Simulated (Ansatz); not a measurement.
# H2O (triplet): from Hartree-Fock to the top rungs at distance H1–H2 along a hydrogen transfer = 0.817 Å, cc-pVTZ, part 2 of 2

Ansatz 0.2.0, Gaussian basis; cc-pVTZ, core rule «outside noble gas», up to 1 orbitals frozen.

### Step 7. CCSDT(Q) on ROHF

in.yaml

```yaml
crystal:
  periodic: [false, false, false]
  atoms:
    - {symbol: H, position_ang: [0.000000, 0.000000, -1.017667]}
    - {symbol: H, position_ang: [0.000000, 0.000000, -0.200667]}
    - {symbol: O, position_ang: [0.000000, 0.000000, 1.218333]}
basis:
  gaussian: {orbitals: cc-pVTZ}
magnetization: {spin_polarized: false, initial_magnetization: 2}
correlation: {method: ccsdt_q, electrons: outside_noble_gas}
```

Run with:

```sh
> ansatz run in.yaml --threads 1 --pin off --events-out ev --progress --plain --max-ram 2393MiB
```

The program printed, cut to the lines that bear on the results:

```text
Functional definition: HF
  name "HF"
  cite "Fock, Z. Phys. 61, 126 (1930) doi:10.1007/BF01340294"
  parent pbe
[...]
640 factors; integrals over basis functions are off by at most 2.1e-7 eV
[...]
mean field -2065.38213308 eV, -75.9013934243 hartree, gradient 1.9e-6 eV, S^2 2.000000; 9 other end points of the search recorded, 0 dependent functions left out
[...]
determinant -2065.38213308 eV, -75.9013934243 hartree, with singles and doubles -2071.44997764 eV, -76.1243825990 hartree
determinant -2064.99900119 eV, -75.8873135871 hartree, with singles and doubles -2070.80236200 eV, -76.1005831632 hartree
1 core orbitals not correlated: weight in the atoms' cores, before any rotation towards them, 1.000 or more for the frozen orbitals, at most 0.000 for the correlated occupied ones
reference -2065.38213308 eV, -75.9013934243 hartree; 5, 3 occupied and 52, 54 virtual orbitals, 640 factors
second order -5.16729289 eV of doubles, -0.15037639 eV of singles
cycle   1  -5.78339348 eV  change   -4.6e-1 eV  update   5.8e-2
[...]
cycle  15  -6.16234828 eV  change    3.4e-7 eV  update   8.1e-7
perturbative correction -0.00318873 eV, -0.0001171836 hartree
Total energy: -2071.54767009 eV, -76.1279727302 hartree
```

It took 41 s on 1 thread of Arm Neoverse V2, shared host; peak memory 0.6 GiB.

From the report: correlation -6.1655 eV; T1 0.036; largest double amplitude 0.07.

### Step 8. CCSDT(Q) on UHF

Changes to in.yaml since step 7:

```diff
@@ -8,3 +8,3 @@
   gaussian: {orbitals: cc-pVTZ}
-magnetization: {spin_polarized: false, initial_magnetization: 2}
+magnetization: {spin_polarized: true, initial_magnetization: 2}
 correlation: {method: ccsdt_q, electrons: outside_noble_gas}
```

The command is unchanged.

The program printed, cut to the lines that bear on the results:

```text
Functional definition: HF
  name "HF"
  cite "Fock, Z. Phys. 61, 126 (1930) doi:10.1007/BF01340294"
  parent pbe
[...]
640 factors; integrals over basis functions are off by at most 2.1e-7 eV
[...]
mean field -2065.64523841 eV, -75.9110623670 hartree, gradient 5.8e-6 eV, S^2 2.025879; 9 other end points of the search recorded, 0 dependent functions left out
determinant -2065.64523841 eV, -75.9110623670 hartree, with singles and doubles -2071.45152886 eV, -76.1244396055 hartree
determinant -2065.17518226 eV, -75.8937881220 hartree, with singles and doubles -2070.80056780 eV, -76.1005172275 hartree
1 core orbitals not correlated: weight in the atoms' cores, before any rotation towards them, 1.000 or more for the frozen orbitals, at most 0.000 for the correlated occupied ones
reference -2065.64523841 eV, -75.9110623670 hartree; 5, 3 occupied and 52, 54 virtual orbitals, 640 factors
second order -5.08021886 eV of doubles, -0.00000000 eV of singles
cycle   1  -5.54124113 eV  change   -4.6e-1 eV  update   5.3e-2
[...]
cycle  15  -5.90166620 eV  change   -2.1e-7 eV  update   9.3e-7
perturbative correction -0.00335680 eV, -0.0001233602 hartree
Total energy: -2071.55026141 eV, -76.1280679598 hartree
```

It took 36 s on 1 thread of Arm Neoverse V2, shared host; peak memory 0.52 GiB.

From the report: ⟨S²⟩ of the determinant 2.026 (pure triplet: 2.00); correlation -5.9050 eV; T1 0.021; largest double amplitude 0.07.

### Step 9. CASSCF and NEVPT2, 4 electrons in 4 orbitals

Changes to in.yaml since step 8:

```diff
@@ -8,3 +8,3 @@
   gaussian: {orbitals: cc-pVTZ}
-magnetization: {spin_polarized: true, initial_magnetization: 2}
-correlation: {method: ccsdt_q, electrons: outside_noble_gas}
+magnetization: {spin_polarized: false, initial_magnetization: 2}
+correlation: {method: sc_nevpt2, electrons: outside_noble_gas, active_space: {window: {electrons: 4, orbitals: 4}}}
```

The command is unchanged.

The program printed:

```text
Functional definition: HF
  name "HF"
  cite "Fock, Z. Phys. 61, 126 (1930) doi:10.1007/BF01340294"
  parent pbe
  exchange = exact_x
  correlation = 0
332 factors; integrals over basis functions are off by at most 1.3e-3 eV
mean field evaluation 1: about -2064.0579 eV, gradient 9.6e0 eV
mean field evaluation 2: about -2064.0604 eV, gradient 9.6e0 eV
mean field evaluation 4: about -2065.2631 eV, gradient 2.5e0 eV
mean field evaluation 8: about -2065.3817 eV, gradient 3.0e-1 eV
mean field evaluation 16: about -2065.3821 eV, gradient 1.8e-4 eV
mean field evaluation 32: about -2065.0306 eV, gradient 8.9e-1 eV
mean field evaluation 64: about -2065.3783 eV, gradient 4.4e-1 eV
mean field -2065.38212995 eV, -75.9013933095 hartree, gradient 1.9e-6 eV, S^2 2.000000; 9 other end points of the search recorded, 0 dependent functions left out
reference -2065.38212995 eV, -75.9013933095 hartree; 6, 4 occupied and 52, 54 virtual orbitals, 332 factors
state -2066.01352859 eV, -75.9245967815 hartree
state -2066.01352859 eV, -75.9245967815 hartree; corrected -2070.83065179 eV, -76.1016227939 hartree
Total energy: -2070.83065179 eV, -76.1016227939 hartree
```

It took 1 s on 1 thread of Arm Neoverse V2, shared host.

From the report: 18 determinants; active occupations 1.97, 1.00, 1.00, 0.03.

### Step 10. CASSCF and MRCISD+Q, 8 electrons in 6 orbitals

Changes to in.yaml since step 9:

```diff
@@ -9,2 +9,2 @@
 magnetization: {spin_polarized: false, initial_magnetization: 2}
-correlation: {method: sc_nevpt2, electrons: outside_noble_gas, active_space: {window: {electrons: 4, orbitals: 4}}}
+correlation: {method: fic_mrcisd_q, electrons: outside_noble_gas, active_space: {window: {electrons: 8, orbitals: 6}, shells: [{species: H, l: s, shell: 1}, {species: O, l: s, shell: 2}, {species: O, l: p, shell: 2}]}}
```

Launched as before.

The program printed, cut to the lines that bear on the results:

```text
Functional definition: HF
  name "HF"
  cite "Fock, Z. Phys. 61, 126 (1930) doi:10.1007/BF01340294"
  parent pbe
[...]
640 factors; integrals over basis functions are off by at most 2.1e-7 eV
[...]
mean field -2065.38213308 eV, -75.9013934243 hartree, gradient 1.9e-6 eV, S^2 2.000000; 9 other end points of the search recorded, 0 dependent functions left out
reference -2065.38213308 eV, -75.9013934243 hartree; 6, 4 occupied and 52, 54 virtual orbitals, 640 factors
state -2066.06353653 eV, -75.9264345393 hartree
contracted CI cycle   1: correlation 0.00000000 eV, 0.0000000000 hartree, residual 2.89e1 eV
contracted CI cycle   2: correlation -5.03890970 eV, -0.1851765160 hartree, residual 3.92e0 eV
contracted CI cycle   3: correlation -5.16792814 eV, -0.1899178564 hartree, residual 9.94e-1 eV
contracted CI cycle   4: correlation -5.17730719 eV, -0.1902625298 hartree, residual 2.57e-1 eV
contracted CI cycle   5: correlation -5.17787399 eV, -0.1902833596 hartree, residual 5.56e-2 eV
contracted CI cycle   6: correlation -5.17790150 eV, -0.1902843705 hartree, residual 1.19e-2 eV
contracted CI cycle   7: correlation -5.17790277 eV, -0.1902844170 hartree, residual 2.83e-3 eV
contracted CI cycle   8: correlation -5.17790283 eV, -0.1902844194 hartree, residual 6.01e-4 eV
state -2066.06353653 eV, -75.9264345393 hartree; corrected -2071.48353310 eV, -76.1256157393 hartree
Total energy: -2071.48353310 eV, -76.1256157393 hartree
Checks for a lower state left out: starts, orbital_swaps
```

It took 1.2 s on 1 thread of Arm Neoverse V2, shared host.

From the report: 56 determinants; active occupations 2.00, 2.00, 1.97, 1.00, 1.00, 0.03.

### Step 11. CASSCF and NEVPT2, 8 electrons in 6 orbitals

in.yaml

```yaml
crystal:
  periodic: [false, false, false]
  atoms:
    - {symbol: H, position_ang: [0.000000, 0.000000, -1.017667]}
    - {symbol: H, position_ang: [0.000000, 0.000000, -0.200667]}
    - {symbol: O, position_ang: [0.000000, 0.000000, 1.218333]}
basis:
  gaussian: {orbitals: cc-pVTZ}
magnetization: {spin_polarized: false, initial_magnetization: 2}
correlation: {method: sc_nevpt2, electrons: outside_noble_gas, active_space: {window: {electrons: 8, orbitals: 6}, shells: [{species: H, l: s, shell: 1}, {species: O, l: s, shell: 2}, {species: O, l: p, shell: 2}]}}
```

Same command.

The program printed, cut to the lines that bear on the results:

```text
Functional definition: HF
  name "HF"
  cite "Fock, Z. Phys. 61, 126 (1930) doi:10.1007/BF01340294"
  parent pbe
[...]
640 factors; integrals over basis functions are off by at most 2.1e-7 eV
[...]
mean field -2065.38213308 eV, -75.9013934243 hartree, gradient 1.9e-6 eV, S^2 2.000000; 9 other end points of the search recorded, 0 dependent functions left out
reference -2065.38213308 eV, -75.9013934243 hartree; 6, 4 occupied and 52, 54 virtual orbitals, 640 factors
state -2066.06353653 eV, -75.9264345393 hartree
state -2066.06353653 eV, -75.9264345393 hartree; corrected -2070.54383277 eV, -76.0910823893 hartree
Total energy: -2070.54383277 eV, -76.0910823893 hartree
Checks for a lower state left out: starts, orbital_swaps
```

Wall time 0.69 s (1 thread of Arm Neoverse V2, shared host).

From the report: 56 determinants; active occupations 2.00, 2.00, 1.97, 1.00, 1.00, 0.03.

### Step 12. Natural occupations

Natural occupations of the CASSCF valence state about the gap (report; correlated orbitals 1 to 6): 2.000, 1.999, 1.967, 1.001, 1.000, 0.033. The count of effectively unpaired electrons, Σ n²(2 − n)², is 2.01; a single determinant of this spin has 2.

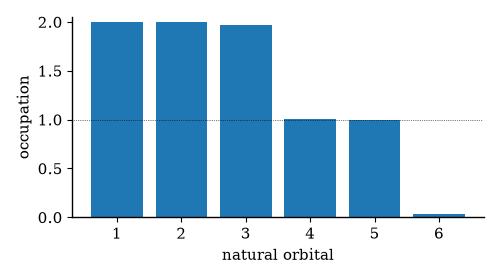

Natural occupations of the CASSCF valence state.

### Step 13. All levels against the top one

The yardstick is UCCSDT(Q), where the cluster series has nearly closed. Rows without a time come out of other runs: HF, MP2 and CCSD of CCSD(T), CCSDT of CCSDT(Q), CASSCF and MRCISD of the multireference runs. The times of RCCSD(T), UCCSD(T) include forces.

Differences are taken before rounding.

| method | energy from the lowest RHF (kJ/mol) | from UCCSDT(Q) (kJ/mol) | time |
| --- | --- | --- | --- |
| RHF | 0.0 | +595.1 |  |
| UHF | -25.4 | +569.7 |  |
| RMP2 | -513.1 | +82.1 |  |
| UMP2 | -515.6 | +79.6 |  |
| CISD | -559.2 | +36.0 | 2.5 s |
| RCCSD | -581.3 | +13.8 |  |
| UCCSD | -581.9 | +13.3 |  |
| RCCSD(T) | -593.2 | +1.9 | 4.6 s |
| UCCSD(T) | -593.5 | +1.7 | 4.2 s |
| BCCD(T) | -593.3 | +1.8 | 2 s |
| RCCSDT | -594.6 | +0.6 |  |
| UCCSDT | -594.8 | +0.3 |  |
| RCCSDT(Q) | -594.9 | +0.3 | 41 s |
| UCCSDT(Q) | -595.1 | 0 | 36 s |
| CASSCF pair | -60.9 | +534.2 |  |
| NEVPT2 pair | -525.7 | +69.4 | 1 s |
| CASSCF valence | -65.7 | +529.4 |  |
| NEVPT2 valence | -498.0 | +97.1 | 0.69 s |
| MRCISD valence | -565.3 | +29.8 |  |
| MRCISD+Q valence | -588.7 | +6.4 | 1.2 s |

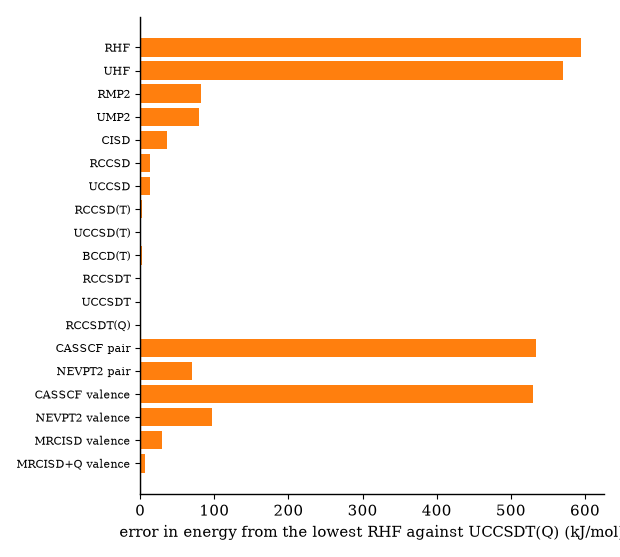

How far each level lands from UCCSDT(Q).

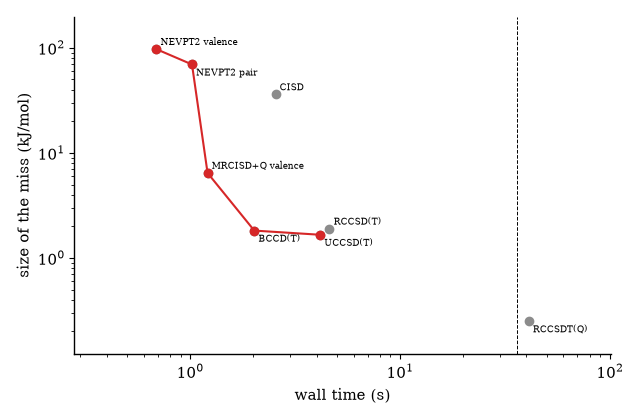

Accuracy for the time spent; red marks the levels that beat every quicker one drawn (of those quicker than the yardstick), and the dashed line is the time of UCCSDT(Q). Times are from a shared host.

### Step 14. What came out

The summary covers parts 1 to 2.

| quantity | value |
| --- | --- |
| UCCSDT(Q) below the RHF energy | -6.1681 eV |
| RMP2 from UCCSDT(Q) | +82.1 kJ/mol |
| UMP2 from UCCSDT(Q) | +79.6 kJ/mol |
| RCCSD from UCCSDT(Q) | +13.8 kJ/mol |
| RCCSD(T) from UCCSDT(Q) | +1.9 kJ/mol |
| UCCSD(T) from UCCSDT(Q) | +1.7 kJ/mol |
| RCCSDT(Q) from UCCSDT(Q) | +0.3 kJ/mol |
| NEVPT2 pair from UCCSDT(Q) | +69.4 kJ/mol |
| NEVPT2 valence from UCCSDT(Q) | +97.1 kJ/mol |
| MRCISD+Q valence from UCCSDT(Q) | +6.4 kJ/mol |
| levels within 1 kcal/mol (43 meV) | RCCSD(T), UCCSD(T), BCCD(T), RCCSDT, UCCSDT, RCCSDT(Q) |
| T1 diagnostic | 0.035 |
| effectively unpaired electrons | 2.01 |

In words: RCCSD(T) lands +1.9 kJ/mol from the yardstick (0.3 % of the correlation energy). One determinant dominates. Of the multireference levels listed MRCISD+Q valence comes nearest in total energy (+6.4 kJ/mol), which doesn't show that its space is the better one. These misses are within one basis, not against nature; the frozen cores of restricted and unrestricted runs differ, which can shift their rows.

UCCSD(T) reaches 1.7 kJ/mol from the reference in 4.2 s, where UCCSDT(Q) took 36 s; the quickest level in the cost chart, NEVPT2 valence, takes 0.69 s and misses by 97.1 kJ/mol.
